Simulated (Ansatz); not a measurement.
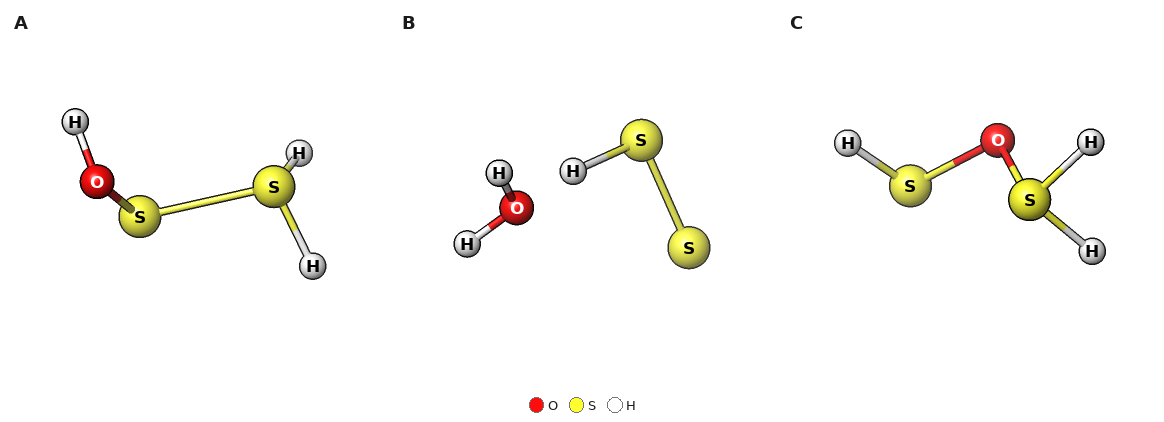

3 stationary structures of one formula. State: charge +1, singlet. Geometries: PBE0-D4/def2-TZVP. Electronic energies: RHF-CCSD(T) (frozen core)/def2-TZVPP (Ansatz 0.2.0), without zero-point energy. No frequency run is at hand to confirm each as a minimum.

> Which is lowest in energy, and by how much?

B is lowest (C1); A lies 2.3 kcal/mol above it (C1), C lies 28.5 kcal/mol above it (C1).
